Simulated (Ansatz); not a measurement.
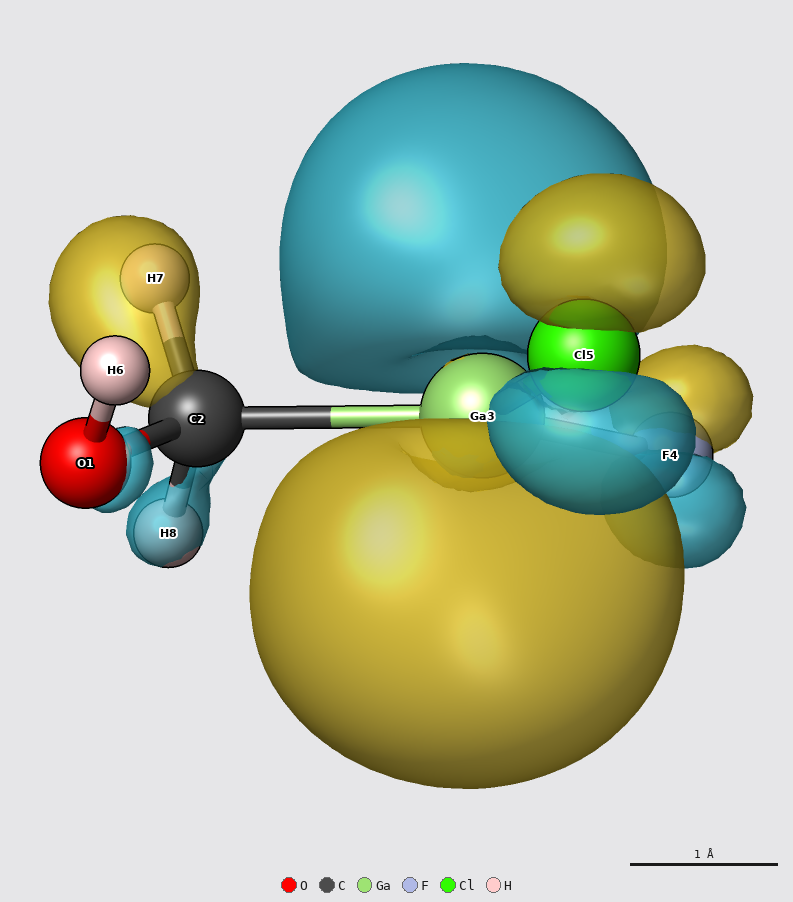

Figure 1: CH3ClFGaO (SMILES O[CH2][Ga]([F])[Cl]). The LUMO at ±0.1 Å⁻³ᐟ² (yellow and cyan are the two phases), seen from one side.

Geometry: PBE0-D4/def2-TZVP.

Computed with Ansatz 0.2.0, RKS PBE0-D4/def2-TZVPP.

| atom | x (Å) | y (Å) | z (Å) |
| --- | --- | --- | --- |
| O | -0.0622 | 1.1847 | 1.2066 |
| C | -0.2691 | -0.1547 | 0.8299 |
| Ga | 0.4045 | -0.5315 | -0.9938 |
| F | 0.8997 | -2.0881 | -1.6159 |
| Cl | 0.5463 | 1.0579 | -2.4208 |
| H | -0.4798 | 1.7682 | 0.5674 |
| H | -1.3228 | -0.4564 | 0.8937 |
| H | 0.2836 | -0.7801 | 1.5330 |

Describe this orbital and give its energy.

Its weight (Hirshfeld) is mainly on Ga3 (about 70 %), Cl5 (about 10 %) and C2 (about 5 %). Its energy is −1.15 eV.
